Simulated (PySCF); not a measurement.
# C4H5BF2: geometry, spin-spin couplings

Wanted: the spin-spin couplings of C4H5BF2 (`FB(F)CC1=CC1`), by calculation.

The runs use PySCF 2.14.0, with density-fitted response routines of our own; the level of theory stands in each step. All values are computed, except where a source is named. Atoms are numbered from 0 throughout.

## 1. Starting geometry

12 atoms, charge 0, multiplicity 1; geometry from: GFN2-xTB. The atoms were then displaced at random by about 0.01 Å, so the start is not that level's minimum.

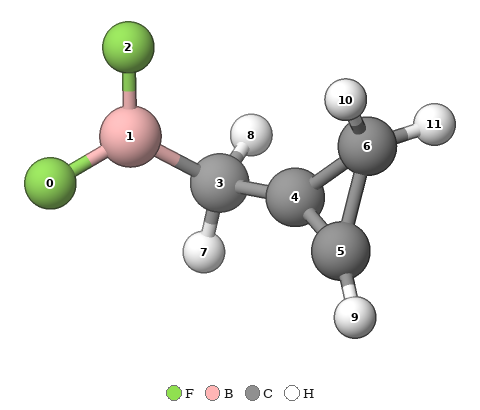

As it starts; fluorine green, boron pink, carbon grey, hydrogen white, atoms numbered.

## 2. Geometry optimisation at PBE0-D3(BJ)/def2-SVP

Job settings and geometry (Å):

```
{"job": {"xc": "PBE0", "basis": "def2-SVP", "d3": "d3bj", "grid": 1, "shake": 0.01, "kind": "geom"}, "charge": 0, "multiplicity": 1}
F      2.744200     0.819100     0.726690
B      1.875980    -0.138310     0.464500
F      1.890420    -1.111600     1.339110
C      0.913840    -0.106530    -0.768090
C     -0.477280     0.176260    -0.263210
C     -1.472560     0.992820    -0.028270
C     -1.639710    -0.430710     0.451040
H      1.179980     0.660110    -1.495330
H      0.854910    -1.076260    -1.242020
H     -1.932000     1.938940    -0.082530
H     -1.598120    -0.653290     1.519890
H     -2.299980    -1.098790    -0.086680
```

Started as:

```sh
$ OMP_NUM_THREADS=1 python probes_run.py task.json out
```

This one command runs all jobs of the session in turn.

The program printed:

```text
step   0  E = -379.32158933  max force = 0.034832
step   1  E = -379.32410611  max force = 0.007429
step   2  E = -379.32452151  max force = 0.003636
step   3  E = -379.32481695  max force = 0.003135
step   4  E = -379.32496432  max force = 0.002012
step   5  E = -379.32504093  max force = 0.001830
step   6  E = -379.32506803  max force = 0.001599
step   7  E = -379.32508431  max force = 0.000767
step   8  E = -379.32509304  max force = 0.000223
optimisation converged
```

Wall time 52 s (1 thread of Arm Neoverse V1, shared host); peak memory 0.5 GiB.

Relaxation path:

| step | energy from step 0 (eV) | largest force component (eV/Å) |
| --- | --- | --- |
| 0 | 0.0000 | 1.7911 |
| 1 | -0.0685 | 0.3820 |
| 2 | -0.0798 | 0.1870 |
| 3 | -0.0878 | 0.1612 |
| 4 | -0.0918 | 0.1035 |
| 5 | -0.0939 | 0.0941 |
| 6 | -0.0947 | 0.0822 |
| 7 | -0.0951 | 0.0394 |
| 8 | -0.0953 | 0.0115 |

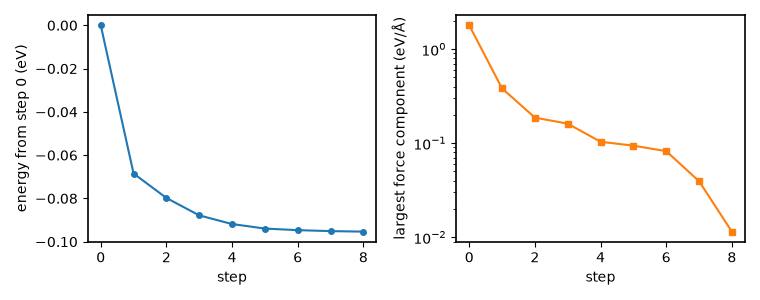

Energy and force, step by step.

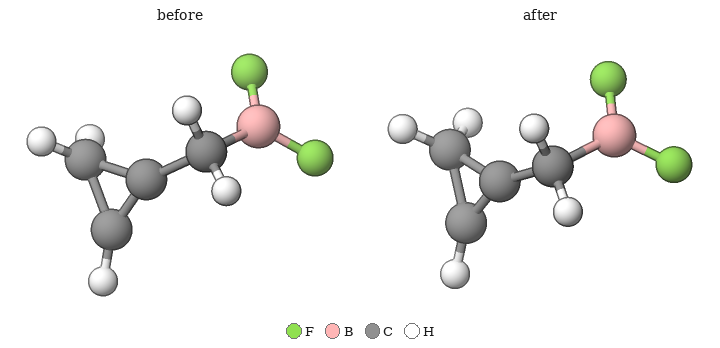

The geometry before (left) and after (right).

Close pairs (by a distance rule), those that changed most:

| bond | before (Å) | after (Å) | change (Å) |
| --- | --- | --- | --- |
| C5–H9 | 1.053 | 1.087 | +0.033 |
| C3–C4 | 1.507 | 1.475 | -0.032 |
| C3–H8 | 1.081 | 1.104 | +0.023 |
| C6–H11 | 1.082 | 1.103 | +0.020 |
| C6–H10 | 1.093 | 1.103 | +0.010 |
| B1–F2 | 1.309 | 1.318 | +0.010 |
| C3–H7 | 1.090 | 1.099 | +0.010 |
| C4–C5 | 1.309 | 1.299 | -0.009 |

The end geometry stands in the next job.

| at the end point | value |
| --- | --- |
| point group (found at 0.08 Å tolerance) | C1 |
| rotational constants (GHz, main isotopes) | 5.296, 1.606, 1.407 |
| dipole moment (D) | 1.44 |

## 3. J couplings: B3LYP/cc-pVTZ

Job settings and geometry (Å):

```
{"job": {"kind": "j", "xc": "B3LYP", "basis": "cc-pVTZ"}, "charge": 0, "multiplicity": 1}
F      2.870906     0.828066     0.068801
B      1.898212    -0.062075     0.041531
F      1.977927    -1.055492     0.904734
C      0.684190     0.061880    -0.947153
C     -0.545385     0.179711    -0.140801
C     -1.513306     0.874763     0.377366
C     -1.459349    -0.571979     0.777953
H      0.811017     0.925671    -1.615274
H      0.639834    -0.857963    -1.556802
H     -2.040733     1.817716     0.492520
H     -1.112858    -0.852574     1.786467
H     -2.182440    -1.289360     0.355385
```

With the program's defaults for keys left out, this is: B3LYP/cc-pVTZ indirect spin-spin coupling, non-relativistic, gas phase.

The program printed:

```text
coarse grid: 10704 points
cycle   1  E = -380.0625403116  dE =  9.673e-01  |g| = 7.572e-01  |ddm| = 7.550e+00
cycle   2  E = -379.9651986721  dE =  9.734e-02  |g| = 1.134e+00  |ddm| = 2.397e+00
cycle   3  E = -380.1611740359  dE = -1.960e-01  |g| = 9.225e-02  |ddm| = 1.368e+00
cycle   4  E = -380.1626959647  dE = -1.522e-03  |g| = 4.262e-02  |ddm| = 2.050e-01
cycle   5  E = -380.1630284991  dE = -3.325e-04  |g| = 2.096e-02  |ddm| = 7.650e-02
cycle   6  E = -380.1631293012  dE = -1.008e-04  |g| = 2.805e-03  |ddm| = 3.149e-02
cycle   7  E = -380.1631311721  dE = -1.871e-06  |g| = 5.660e-04  |ddm| = 5.846e-03
final grid: 106112 points
cycle   8  E = -380.1579516171  dE = -1.293e-04  |g| = 5.350e-03  |ddm| = 1.152e-01
cycle   9  E = -380.1579497173  dE =  1.900e-06  |g| = 5.840e-03  |ddm| = 2.178e-02
cycle  10  E = -380.1579583838  dE = -8.666e-06  |g| = 4.930e-04  |ddm| = 1.185e-02
cycle  11  E = -380.1579583847  dE = -9.109e-10  |g| = 4.997e-04  |ddm| = 1.271e-03
cycle  12  E = -380.1579584406  dE = -5.596e-08  |g| = 9.583e-05  |ddm| = 7.270e-04
cycle  13  E = -380.1579584428  dE = -2.122e-09  |g| = 2.158e-05  |ddm| = 1.800e-04
cycle  14  E = -380.1579584429  dE = -1.060e-10  |g| = 2.854e-06  |ddm| = 3.826e-05
converged SCF energy = -380.1579584429

Indirect spin-spin couplings (Hz)
  i      j    bonds     total        FC       PSO       DSO        SD
  0 F    1 B    1   -166.310  -116.840   -50.402     0.981    -0.049
  0 F    2 F    2   -228.105     6.118  -237.623    -0.994     4.394
  0 F    3 C    2     32.249    37.369    -5.684    -0.056     0.619
  0 F    4 C    3      2.156     2.240     0.845    -0.092    -0.838
  0 F    5 C    4      1.326     0.310     0.194    -0.148     0.970
  0 F    7 H    3     -0.764     1.564    -2.088     0.141    -0.381
  0 F    8 H    3      5.336     5.758     0.579    -1.314     0.312
  0 F    9 H    5     -0.687    -0.532     0.377    -0.534     0.002
  0 F   11 H    5     -0.453    -0.223     0.786    -1.010    -0.005
  1 B    2 F    1   -163.764  -114.852   -49.922     1.012    -0.001
  1 B    3 C    1     71.650    72.375    -1.428     0.382     0.321
  1 B    4 C    2     -5.870    -5.663    -0.147     0.153    -0.213
  1 B    5 C    3      3.220     2.738     0.159    -0.018     0.341
  1 B    6 C    3     -0.188    -0.188    -0.021     0.016     0.005
  1 B    7 H    2     -6.708    -6.628    -0.305     0.152     0.073
  1 B    8 H    2     -9.079    -9.297    -0.204     0.236     0.185
  1 B    9 H    4     -2.129    -2.138     0.176    -0.171     0.003
  1 B   10 H    4      0.662     0.664    -0.116     0.113    -0.000
  2 F    3 C    2     27.086    32.543    -6.004    -0.048     0.595
  2 F    4 C    3     -1.029    -0.507    -0.720     0.121     0.077
  2 F    5 C    4      0.384    -0.029     0.196    -0.174     0.391
  2 F    6 C    4      0.375     0.553    -0.233     0.076    -0.021
  2 F    7 H    3     15.695    17.211     0.263    -1.788     0.009
  2 F    8 H    3     -1.982    -1.258    -0.705    -0.225     0.206
  2 F    9 H    5      0.301     0.517     0.637    -0.876     0.023
  2 F   10 H    5      2.101     2.152    -0.786     0.804    -0.069
  3 C    4 C    1     45.771    47.068    -1.560     0.263         -
  3 C    5 C    2     -1.313    -0.534    -0.693    -0.086         -
  3 C    6 C    2     -0.300    -0.158    -0.091    -0.051         -
  3 C    7 H    1    118.840   116.670     1.314     0.856         -
  3 C    8 H    1    111.522   109.164     1.485     0.872         -
  3 C    9 H    3      0.582     0.779     0.127    -0.324         -
  3 C   10 H    3     -0.985    -0.952     0.181    -0.213         -
  3 C   11 H    3     -0.657    -0.628     0.190    -0.219         -
  4 C    5 C    1     97.681   102.470    -4.973     0.185         -
  4 C    6 C    1      8.850     9.626    -0.963     0.187         -
  4 C    7 H    2     -4.524    -4.287    -0.222    -0.015         -
  4 C    8 H    2    -10.915   -10.787    -0.154     0.026         -
  4 C    9 H    2      3.505     3.813     0.487    -0.794         -
  4 C   10 H    2     -2.652    -2.564     0.186    -0.274         -
  4 C   11 H    2     -1.484    -1.386     0.188    -0.286         -
  5 C    6 C    1     10.456    11.108    -0.797     0.145         -
  5 C    7 H    3      3.803     4.105    -0.127    -0.175         -
  5 C    8 H    3      6.149     6.284     0.310    -0.445         -
  5 C    9 H    1    225.648   225.288    -0.356     0.717         -
  5 C   10 H    2     -1.615    -1.527     0.296    -0.383         -
  5 C   11 H    2     -1.528    -1.432     0.303    -0.400         -
  6 C    7 H    3      6.319     6.512     0.234    -0.426         -
  6 C    8 H    3      1.786     1.846     0.040    -0.100         -
  6 C    9 H    2      1.108     1.126     0.628    -0.646         -
  6 C   10 H    1    157.095   155.448     0.898     0.749         -
  6 C   11 H    1    157.007   155.345     0.934     0.728         -
  7 H    8 H    2    -10.842   -10.908     2.191    -2.125         -
  7 H    9 H    4      0.743     0.851     0.431    -0.539         -
  7 H   10 H    4     -0.398    -0.135     1.327    -1.589         -
  7 H   11 H    4     -0.796    -0.575     1.118    -1.339         -
  8 H    9 H    4     -2.449    -2.168     1.326    -1.607         -
  8 H   11 H    4      1.605     1.613     0.025    -0.033         -
  9 H   10 H    3     -2.216    -1.894     1.628    -1.951         -
  9 H   11 H    3     -2.274    -1.941     1.674    -2.007         -
 10 H   11 H    2      8.740     8.845     2.659    -2.764         -
```

It took 64 s on 1 thread of Arm Neoverse V1, shared host; peak memory 1.1 GiB.

This basis has no tight s functions, so the Fermi-contact terms are rough.

A choice of the couplings up to four bonds, sorted by the number of bonds, with means over like pairs; isotopes 11B, 13C, 19F, 1H:

| pair | bonds | J (Hz) | Fermi contact (Hz) | dihedral (°) |
| --- | --- | --- | --- | --- |
| C5–H9 | 1 | 225.6 | 225.3 | – |
| F0–B1 | 1 | -165.0 | -115.8 | – |
| C6–H10 | 1 | 157.1 | 155.4 | – |
| C3–H7 | 1 | 115.2 | 112.9 | – |
| C4–C5 | 1 | 97.7 | 102.5 | – |
| B1–C3 | 1 | 71.7 | 72.4 | – |
| C3–C4 | 1 | 45.8 | 47.1 | – |
| C5–C6 | 1 | 10.5 | 11.1 | – |
| C4–C6 | 1 | 8.8 | 9.6 | – |
| F0–F2 | 2 | -228.1 | 6.1 | – |
| F0–C3 | 2 | 29.7 | 35.0 | – |
| H7–H8 | 2 | -10.8 | -10.9 | – |
| H10–H11 | 2 | 8.7 | 8.8 | – |
| B1–H7 | 2 | -7.9 | -8.0 | – |
| C4–H7 | 2 | -7.7 | -7.5 | – |
| B1–C4 | 2 | -5.9 | -5.7 | – |
| C4–H9 | 2 | 3.5 | 3.8 | – |
| C4–H10 | 2 | -2.1 | -2.0 | – |
| C5–H7 | 3 | 5.0 | 5.2 | – |
| F0–H7 | 3 | 4.6 | 5.8 | – |
| C6–H7 | 3 | 4.1 | 4.2 | – |
| B1–C5 | 3 | 3.2 | 2.7 | 102 |
| H9–H10 | 3 | -2.2 | -1.9 | -74 |
| B1–H9 | 4 | -2.1 | -2.1 | – |

The spin-dipole term was solved for some atoms only; pairs without it lack that part.

Quadrupole couplings from the field gradients of the same density:

| atom | isotope | eQq/h (MHz) | η |
| --- | --- | --- | --- |
| B1 | 11B | 3.658 | 0.55 |

## 4. Indirect couplings: B3LYP/6-31G*

Settings changed since step 3:

```diff
@@ -1,2 +1,2 @@
-{"job": {"kind": "j", "xc": "B3LYP", "basis": "cc-pVTZ"}, "charge": 0, "multiplicity": 1}
+{"job": {"kind": "j", "xc": "B3LYP", "basis": "6-31G*"}, "charge": 0, "multiplicity": 1}
 F      2.870906     0.828066     0.068801
```

With the program's defaults for keys left out, this is: B3LYP/6-31G* indirect spin-spin coupling, non-relativistic, gas phase.

The program printed:

```text
coarse grid: 10704 points
cycle   1  E = -379.9262252067  dE =  9.819e-01  |g| = 7.486e-01  |ddm| = 3.413e+00
cycle   2  E = -379.8405736730  dE =  8.565e-02  |g| = 1.063e+00  |ddm| = 1.378e+00
cycle   3  E = -380.0291401526  dE = -1.886e-01  |g| = 9.273e-02  |ddm| = 8.111e-01
cycle   4  E = -380.0309448023  dE = -1.805e-03  |g| = 3.509e-02  |ddm| = 1.173e-01
cycle   5  E = -380.0311679039  dE = -2.231e-04  |g| = 1.901e-02  |ddm| = 4.313e-02
cycle   6  E = -380.0312561763  dE = -8.827e-05  |g| = 2.165e-03  |ddm| = 1.820e-02
cycle   7  E = -380.0312573966  dE = -1.220e-06  |g| = 4.048e-04  |ddm| = 3.459e-03
final grid: 106112 points
cycle   8  E = -379.9983558155  dE = -2.981e-05  |g| = 4.893e-03  |ddm| = 1.766e-02
cycle   9  E = -379.9983546576  dE =  1.158e-06  |g| = 5.367e-03  |ddm| = 1.246e-02
cycle  10  E = -379.9983624380  dE = -7.780e-06  |g| = 4.745e-04  |ddm| = 6.703e-03
cycle  11  E = -379.9983624772  dE = -3.918e-08  |g| = 2.374e-04  |ddm| = 5.761e-04
cycle  12  E = -379.9983624905  dE = -1.330e-08  |g| = 5.501e-05  |ddm| = 2.511e-04
cycle  13  E = -379.9983624912  dE = -6.432e-10  |g| = 1.434e-05  |ddm| = 6.399e-05
converged SCF energy = -379.9983624912

Indirect spin-spin couplings (Hz)
  i      j    bonds     total        FC       PSO       DSO        SD
  0 F    1 B    1    -48.412    -7.276   -41.649     1.120    -0.607
  0 F    2 F    2   -134.303    89.877  -228.120    -0.807     4.746
  0 F    3 C    2     33.032    37.349    -4.889    -0.038     0.611
  0 F    4 C    3      2.307     2.492     0.629    -0.081    -0.734
  0 F    5 C    4      2.554     1.638     0.166    -0.144     0.893
  0 F    7 H    3     -0.395     1.663    -1.971     0.194    -0.280
  0 F    8 H    3      5.620     6.461     0.185    -1.249     0.223
  0 F    9 H    5     -1.036    -0.761     0.260    -0.515    -0.021
  0 F   11 H    5     -0.600    -0.102     0.499    -0.987    -0.010
  1 B    2 F    1    -47.143    -6.128   -41.625     1.150    -0.540
  1 B    3 C    1     82.979    83.410    -1.119     0.382     0.306
  1 B    4 C    2     -8.261    -8.128    -0.102     0.154    -0.185
  1 B    5 C    3      5.998     5.588     0.138    -0.019     0.291
  1 B    6 C    3     -0.115    -0.127    -0.009     0.016     0.005
  1 B    7 H    2     -6.131    -6.078    -0.279     0.166     0.060
  1 B    8 H    2     -8.212    -8.420    -0.180     0.251     0.137
  1 B    9 H    4     -2.196    -2.152     0.130    -0.167    -0.007
  1 B   10 H    4      0.989     0.975    -0.101     0.115     0.000
  2 F    3 C    2     26.716    31.347    -5.163    -0.030     0.562
  2 F    4 C    3      0.171     0.542    -0.573     0.132     0.071
  2 F    5 C    4      0.679     0.275     0.218    -0.170     0.357
  2 F    6 C    4      0.511     0.615    -0.174     0.077    -0.007
  2 F    7 H    3     12.972    14.793    -0.162    -1.723     0.064
  2 F    8 H    3     -0.351     0.427    -0.766    -0.164     0.152
  2 F    9 H    5     -0.153     0.241     0.453    -0.855     0.008
  2 F   10 H    5      2.169     1.930    -0.496     0.797    -0.062
  3 C    4 C    1     59.457    60.511    -1.322     0.269         -
  3 C    5 C    2     -2.290    -1.598    -0.606    -0.087         -
  3 C    6 C    2      0.981     1.100    -0.069    -0.050         -
  3 C    7 H    1    149.329   147.444     0.960     0.925         -
  3 C    8 H    1    146.801   144.771     1.092     0.939         -
  3 C    9 H    3      0.412     0.664     0.066    -0.319         -
  3 C   10 H    3     -1.178    -1.112     0.143    -0.209         -
  3 C   11 H    3     -0.827    -0.751     0.140    -0.215         -
  4 C    5 C    1     70.958    75.732    -4.962     0.187         -
  4 C    6 C    1     19.784    20.287    -0.692     0.189         -
  4 C    7 H    2     -6.186    -5.939    -0.246    -0.002         -
  4 C    8 H    2    -13.736   -13.595    -0.185     0.043         -
  4 C    9 H    2     -1.192    -0.464     0.053    -0.781         -
  4 C   10 H    2     -2.217    -2.066     0.111    -0.262         -
  4 C   11 H    2     -1.209    -1.051     0.116    -0.275         -
  5 C    6 C    1     21.475    21.892    -0.566     0.149         -
  5 C    7 H    3      3.955     4.275    -0.145    -0.174         -
  5 C    8 H    3     10.095    10.313     0.225    -0.442         -
  5 C    9 H    1    217.561   217.520    -0.772     0.814         -
  5 C   10 H    2     -0.966    -0.787     0.192    -0.371         -
  5 C   11 H    2     -0.940    -0.748     0.196    -0.388         -
  6 C    7 H    3      6.532     6.791     0.163    -0.422         -
  6 C    8 H    3      1.505     1.570     0.033    -0.097         -
  6 C    9 H    2      2.350     2.550     0.432    -0.633         -
  6 C   10 H    1    174.190   172.817     0.559     0.814         -
  6 C   11 H    1    173.825   172.458     0.575     0.792         -
  7 H    8 H    2    -14.476   -13.695     1.217    -1.997         -
  7 H    9 H    4      0.739     1.052     0.208    -0.521         -
  7 H   10 H    4     -0.771    -0.128     0.925    -1.568         -
  7 H   11 H    4     -1.202    -0.640     0.758    -1.320         -
  8 H    9 H    4     -3.146    -2.463     0.901    -1.585         -
  8 H   10 H    4     -0.225     0.174     0.489    -0.888         -
  8 H   11 H    4      1.754     1.852    -0.077    -0.021         -
  9 H   10 H    3     -3.075    -2.193     1.026    -1.908         -
  9 H   11 H    3     -3.172    -2.271     1.063    -1.964         -
 10 H   11 H    2      6.121     7.172     1.578    -2.630         -
```

Run time: 15 s. Hardware: 1 thread of Arm Neoverse V1, shared host; peak memory 0.61 GiB.

This basis has no tight s functions, so the Fermi-contact terms are rough.

In short: J(C5,H9) 217.6 Hz, J(C6,H10) 174.0 Hz, J(C3,H7) 148.1 Hz (means over like pairs).

## 5. Comparing the runs: spin-spin couplings

Couplings (Hz), each a mean over the pairs like the one named, with basis size and wall time:

| run | F0–F2 | C5–H9 | F0–B1 | C6–H10 | C3–H7 | C4–C5 | B1–C3 | functions | time |
| --- | --- | --- | --- | --- | --- | --- | --- | --- | --- |
| B3LYP/cc-pVTZ | -228.1 | 225.6 | -165.0 | 157.1 | 115.2 | 97.7 | 71.7 | 280 | 64 s |
| B3LYP/6-31G* | -134.3 | 217.6 | -47.8 | 174.0 | 148.1 | 71.0 | 83.0 | 108 | 15 s |

## 6. Results

| quantity | value |
| --- | --- |
| point group | C1 |
| rotational constants (main isotopes) | 5.30, 1.61, 1.41 GHz |
| largest coupling of the table (B3LYP/cc-pVTZ) | 2J(F,F) F0–F2, -228.1 Hz |
| range of J(F0,F2), mean over like pairs | -228.1 to -134.3 Hz |

In words: Relaxing lowered the energy by 0.095 eV in 8 steps; the close pair that moved most is C5–H9, from 1.053 to 1.087 Å. Of the pairs tabulated at B3LYP/cc-pVTZ, F0–F2 couples most strongly (-228.1 Hz; Fermi contact 6.1 Hz). Couplings across rotatable bonds belong to this one conformer; where others are populated, the observed values are averages. Density functionals describe couplings to fluorine poorly, F–F couplings above all, so those rows are rough. The coupling F0–F2, as a mean over pairs of its kind, runs from -228.1 Hz (B3LYP/cc-pVTZ) to -134.3 Hz (B3LYP/6-31G*). Couplings from bases without tight functions are rough.
